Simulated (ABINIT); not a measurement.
# CsAuBr3 (I4/mmm): G0W0 with ABINIT, start to end

Wanted: ground state, empty states, screening and self-energy for CsAuBr3 (I4/mmm).

Calculated with ABINIT 10.8.3; LDA and many-body steps on it, plane waves.

**1. The structure**

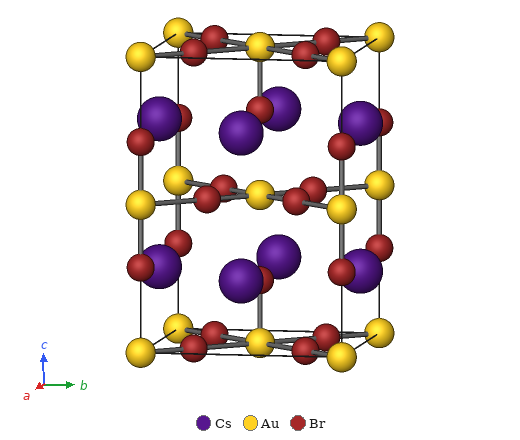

Start, viewed slightly off an axis; caesium purple, gold yellow, bromine red. This picture shows the conventional cell, with its axes. Some periodic images of atoms are drawn too.

The cell and positions come from the Crystallography Open Database and are kept as given unless a step says otherwise. Spin-orbit coupling is left out unless a step names it.

**2. Ground state**

This step: ABINIT 10.8.3; DFT, LDA, plane waves, norm-conserving pseudopotentials.

The ground-state density comes first.

run.abi reads:

```
acell 3*1.0 Angstrom
rprim 
  -3.879600000000 3.879600000000 5.653950000000
  3.879600000000 -3.879600000000 5.653950000000
  3.879600000000 3.879600000000 -5.653950000000
ntypat 3
znucl 55 79 35
natom 10
typat 1 1 2 2 3 3 3 3 3 3
xred 
  0.750000000000 0.250000000000 0.500000000000
  0.250000000000 0.750000000000 0.500000000000
  0.000000000000 0.000000000000 0.000000000000
  0.500000000000 0.500000000000 0.000000000000
  0.222000000000 0.222000000000 0.444000000000
  0.222000000000 0.778000000000 0.000000000000
  0.778000000000 0.778000000000 0.556000000000
  0.778000000000 0.222000000000 0.000000000000
  0.712200000000 0.712200000000 0.000000000000
  0.287800000000 0.287800000000 0.000000000000
pp_dirpath "pseudos"
pseudos "Cs.upf, Au.upf, Br.upf"
ecut 28
ngkpt 4 4 4
nshiftk 1
shiftk 0 0 0
kptopt 1
chksymbreak 0
nband 58
occopt 1
tolvrs 1e-08
nstep 60
prtwf 0
optforces 0
optstress 0
indata_prefix "in"
outdata_prefix "out"
tmpdata_prefix "tmp"
```

On the command line:

```console
$ OMP_NUM_THREADS=1 mpirun -n 4 abinit run.abi > log
```

Numbers of over 12 decimals in the logs are rounded to 6 here.

Output:

```text
.Version 10.8.3 of ABINIT. v10.8.2 released Aug 2026.

 Symmetries : space group I4/m m m (#139); Bravais tI (body-center tetrag.)
================================================================================
 Values of the parameters that define the memory need of the present run
     intxc =       0    ionmov =       0      iscf =       7    lmnmax =       8
     lnmax =       8     mgfft =      72  mpssoang =       4    mqgrid =    3001
     natom =      10  nloc_mem =       1    nspden =       1   nspinor =       1
    nsppol =       1      nsym =      16    n1xccc =    2501    ntypat =       3
    occopt =       1   xclevel =       1
-    mband =          58        mffmem =           1         mkmem =           4
       mpw =       16280          nfft =      373248          nkpt =          13
================================================================================
  Rough estimation (10% accuracy) of disk space for files :
================================================================================

--------------------------------------------------------------------------------
------------- Echo of variables that govern the present computation ------------
--------------------------------------------------------------------------------
 -outvars: echo values of preprocessed input variables --------
            acell      1.8897261259E+00  1.8897261259E+00  1.8897261259E+00 Bohr

      chksymbreak           0
             ecut      2.80000000E+01 Hartree
-          fftalg         312

              ixc       -1012
              kpt      0.00000000E+00  0.00000000E+00  0.00000000E+00
                       2.50000000E-01  0.00000000E+00  0.00000000E+00
                       5.00000000E-01  0.00000000E+00  0.00000000E+00
                       2.50000000E-01  2.50000000E-01  0.00000000E+00
                       5.00000000E-01  2.50000000E-01  0.00000000E+00
                      -2.50000000E-01  2.50000000E-01  0.00000000E+00
                       5.00000000E-01  5.00000000E-01  0.00000000E+00
                       2.50000000E-01  2.50000000E-01  2.50000000E-01
                      -2.50000000E-01  2.50000000E-01  2.50000000E-01
                       5.00000000E-01  5.00000000E-01  2.50000000E-01
                      -2.50000000E-01  5.00000000E-01  2.50000000E-01
[...]
kptrlatt        4    0    0      0    4    0      0    0    4
          kptrlen      5.86510518E+01
P           mkmem           4
            natom          10
            nband          58
            ngfft          72      72      72
             nkpt          13
            nstep          60
             nsym          16
           ntypat           3
              occ      2.000000  2.000000  2.000000  2.000000  2.000000  2.000000
                       2.000000  2.000000  2.000000  2.000000  2.000000  2.000000
                       2.000000  2.000000  2.000000  2.000000  2.000000  2.000000
                       2.000000  2.000000  2.000000  2.000000  2.000000  2.000000
                       2.000000  2.000000  2.000000  2.000000  2.000000  2.000000
                       2.000000  2.000000  2.000000  2.000000  2.000000  2.000000
                       2.000000  2.000000  2.000000  2.000000  2.000000  2.000000
                       2.000000  2.000000  2.000000  2.000000  2.000000  2.000000
                       2.000000  0.000000  0.000000  0.000000  0.000000  0.000000
                       0.000000  0.000000  0.000000  0.000000
        optforces           0
        optstress           0
            prtwf           0
            rprim     -3.8796000000E+00  3.8796000000E+00  5.6539500000E+00
[...]
spgroup         139

           tolvrs      1.00000000E-08

             xred      7.5000000000E-01  2.5000000000E-01  5.0000000000E-01
[...]
znucl       55.00000   79.00000   35.00000

================================================================================

 chkinp: Checking input parameters for consistency.

================================================================================
== DATASET  1 ==================================================================
-   mpi_nproc: 4, omp_nthreads: 1 (-1 if OMP is not activated)

--- !DatasetInfo
iteration_state: {dtset: 1, }
dimensions: {natom: 10, nkpt: 13, mband: 58, nsppol: 1, nspinor: 1, nspden: 1, mpw: 16280, }
cutoff_energies: {ecut:  28.0, pawecutdg:  -1.0, }
electrons: {nelect:   9.80000000E+01, charge:   0.00000000E+00, occopt:   1.00000000E+00, tsmear:   1.00000000E-02, }

 Real(R)+Recip(G) space primitive vectors, cartesian coordinates (Bohr,Bohr^-1):
 R(1)= -7.3313815  7.3313815 10.6844170  G(1)=  0.0000000  0.0682000  0.0467971
 R(2)=  7.3313815 -7.3313815 10.6844170  G(2)=  0.0682000  0.0000000  0.0467971
 R(3)=  7.3313815  7.3313815-10.6844170  G(3)=  0.0682000  0.0682000  0.0000000
 Unit cell volume ucvol=  2.2971135E+03 bohr^3
 Angles (23,13,12)=  1.20998783E+02  1.20998783E+02  8.82785913E+01 degrees

 getcut: wavevector=  0.0000  0.0000  0.0000  ngfft=  72  72  72
         ecut(hartree)=     28.000   => boxcut(ratio)=   2.03066

--- Pseudopotential description ------------------------------------------------
- Cs Generated using ONCVPSP code by D. R. Hamann
- 55.00000   9.00000  201201                  znucl, zion, pspdat
[...]
pspatm : epsatm=   10.24179696
         --- l  ekb(1:nproj) -->
[...]
pspatm: atomic psp has been read  and splines computed

   1.65946116E+04                                ecore*ucvol(ha*bohr**3)
--------------------------------------------------------------------------------

_setup2: Arith. and geom. avg. npw (full set) are   16254.766   16254.755

================================================================================

--- !BeginCycle
iteration_state: {dtset: 1, }
solver: {iscf: 7, nstep: 60, nline: 4, wfoptalg: 0, }
tolerances: {tolvrs: 1.00E-08, }

     iter   Etot(hartree)      deltaE(h)  residm     vres2
 ETOT  1  -434.90014258396    -4.349E+02 9.285E-02 6.724E+03
 ETOT  2  -435.72421161846    -8.241E-01 2.429E-02 7.249E+03
 ETOT  3  -436.91856568475    -1.194E+00 1.403E-02 5.348E+02
 ETOT  4  -436.97944218238    -6.088E-02 3.512E-03 1.120E+02
 ETOT  5  -436.99060103570    -1.116E-02 3.494E-03 2.370E+01
 ETOT  6  -436.99257168180    -1.971E-03 1.046E-03 5.342E+00
 ETOT  7  -436.99303018539    -4.585E-04 5.996E-04 3.819E-01
 ETOT  8  -436.99306303741    -3.285E-05 4.204E-04 1.136E-02
 ETOT  9  -436.99306368776    -6.504E-07 2.998E-04 3.451E-03
 ETOT 10  -436.99306409360    -4.058E-07 2.523E-04 8.811E-06
 ETOT 11  -436.99306409552    -1.923E-09 1.495E-04 4.399E-07
 ETOT 12  -436.99306409563    -1.058E-10 1.103E-04 7.373E-08
 ETOT 13  -436.99306409570    -6.952E-11 6.039E-05 7.601E-09

 At SCF step   13       vres2   =  7.60E-09 < tolvrs=  1.00E-08 =>converged.

--- !ResultsGS
iteration_state: {dtset: 1, }
comment   : Summary of ground state results
lattice_vectors:
- [ -7.3313815,   7.3313815,  10.6844170, ]
- [  7.3313815,  -7.3313815,  10.6844170, ]
- [  7.3313815,   7.3313815, -10.6844170, ]
lattice_lengths: [  14.88809,   14.88809,   14.88809, ]
lattice_angles: [120.999, 120.999,  88.279, ] # degrees, (23, 13, 12)
lattice_volume:   2.2971135E+03
convergence: {deltae: -6.952E-11, res2:  7.601E-09, residm:  6.039E-05, diffor:  0.000E+00, }
etotal    :  -4.36993064E+02
entropy   :   0.00000000E+00
fermie    :   7.11958228E-02
cartesian_stress_tensor: null
pressure_GPa: null
xred      :
- [  7.5000E-01,   2.5000E-01,   5.0000E-01, Cs]
- [  2.5000E-01,   7.5000E-01,   5.0000E-01, Cs]
- [  0.0000E+00,   0.0000E+00,   0.0000E+00, Au]
- [  5.0000E-01,   5.0000E-01,  -3.5787E-18, Au]
- [  2.2200E-01,   2.2200E-01,   4.4400E-01, Br]
- [  2.2200E-01,   7.7800E-01,   1.6069E-18, Br]
- [  7.7800E-01,   7.7800E-01,   5.5600E-01, Br]
- [  7.7800E-01,   2.2200E-01,  -1.3827E-17, Br]
- [  7.1220E-01,   7.1220E-01,  -5.0974E-18, Br]
- [  2.8780E-01,   2.8780E-01,  -2.0599E-18, Br]
cartesian_forces: null
force_length_stats: {min: null, max: null, mean: null, }

 Integrated electronic density in atomic spheres:
 ------------------------------------------------
 Atom  Sphere_radius  Integrated_density
[...]
================================================================================

 ----iterations are completed or convergence reached----

 Mean square residual over all n,k,spin=   21.019E-08; max=  60.391E-06
 reduced coordinates (array xred) for   10 atoms
[...]
0.222000000000      0.778000000000      0.000000000000
       0.778000000000      0.778000000000      0.556000000000
       0.778000000000      0.222000000000     -0.000000000000
       0.712200000000      0.712200000000     -0.000000000000
       0.287800000000      0.287800000000     -0.000000000000
 rms dE/dt=  0.0000E+00; max dE/dt=  0.0000E+00; dE/dt below (all hartree)
    1       0.000000000000      0.000000000000      0.000000000000
    2       0.000000000000      0.000000000000      0.000000000000
    3       0.000000000000      0.000000000000      0.000000000000
    4       0.000000000000      0.000000000000      0.000000000000
    5       0.000000000000      0.000000000000      0.000000000000
    6       0.000000000000      0.000000000000      0.000000000000
    7       0.000000000000      0.000000000000      0.000000000000
    8       0.000000000000      0.000000000000      0.000000000000
    9       0.000000000000      0.000000000000      0.000000000000
[...]
cartesian coordinates (angstrom) at end:
[...]
6      2.157058    -2.157058     5.653950
    7      2.157058     2.157058     5.653950
    8     -2.157058     2.157058     5.653950
    9      0.000000    -0.000000     8.053486
   10     -0.000000     0.000000     3.254414
 length scales=  1.889726125908  1.889726125908  1.889726125908 bohr
              =  1.000000000000  1.000000000000  1.000000000000 angstroms
 prteigrs : about to open file out_EIG
 Fermi (or HOMO) energy (hartree) =   0.07120   Average Vxc (hartree)=  -0.32866
 Eigenvalues (hartree) for nkpt=  13  k points:
 kpt#   1, nband= 58, wtk=  0.01563, kpt=  0.0000  0.0000  0.0000 (reduced coord)
  -3.80839   -3.75870   -2.02376   -2.02376   -2.00258   -1.97715   -1.96320   -1.96320
  -0.66982   -0.66951   -0.46476   -0.44332   -0.44332   -0.44302   -0.44237   -0.43565
  -0.18753   -0.18753   -0.18729   -0.18410   -0.18363   -0.18363   -0.14520   -0.13604
  -0.11414   -0.10340   -0.07605   -0.07605   -0.05166   -0.05166   -0.04896   -0.04896
  -0.04152   -0.03354   -0.01498   -0.01254    0.01888    0.01888    0.02117    0.02283
   0.02750    0.03239    0.03239    0.03482    0.03482    0.04535    0.05294    0.05767
   0.05767    0.13678    0.17775    0.22772    0.24844    0.24961    0.25259    0.25485
   0.25485    0.27696
 prteigrs : prtvol=0 or 1, do not print more k-points.

--- !EnergyTerms
iteration_state     : {dtset: 1, }
comment             : Components of total free energy in Hartree
kinetic             :  1.21511042838840E+02
hartree             :  1.42546753799217E+02
xc                  : -9.49775607630030E+01
Ewald energy        : -2.24896401501764E+02
psp_core            :  7.22411471860970E+00
local_psp           : -4.13493612936597E+02
non_local_psp       :  2.50925997489975E+01
total_energy        : -4.36993064095700E+02
total_energy_eV     : -1.18911870539228E+04
band_energy         : -5.03734206676833E+01

== END DATASET(S) ==============================================================
================================================================================

 -outvars: echo values of variables after computation  --------
           etotal     -4.3699306410E+02
            nband          58
             nkpt          13
          spgroup         139
 [... the other variables as echoed above ...]

 Calculation completed.
```

It took 4.8 min on 4 MPI ranks of Intel Xeon Platinum 8488C (Sapphire Rapids), shared host; peak memory 0.82 GiB.

This step gave:

- total energy: -11891.1871 eV
- gap: 0.8942 eV
- k of the valence top: -0.25, 0.25, 0.25
- k of the conduction bottom: -0.25, 0.25, 0.25
- least direct gap: 0.8942 eV

The gap is direct, at (-0.250, 0.250, 0.250).

[end of part 1 of 3]

[Paths, hosts, dates, memory and timing lines, banners, echoed tables and standing remarks are left out of the program output.]

[Logs are printed without paths, hosts, clocks, repeated set-up lines and the standing remarks that a program may print on its own settings, such as how far it seeks lower states.]

[Runs of the session that timed out or met a known fault of the program may be left out.]

[Hosts, paths, dates, database ids (printed as entryN), source tags and the programs' standing remarks are cut or masked in the printed files.]

[G0W0 gaps are taken among the corrected bands and points alone; a level outside them can change the order at an edge.]

[Where Ansatz stands beside ABINIT at settings called matched, ABINIT's density can come from a denser mesh and the files from another edition; pairs whose starting gaps differed by over 0.03 eV were left out, so agreement reads better than it is.]
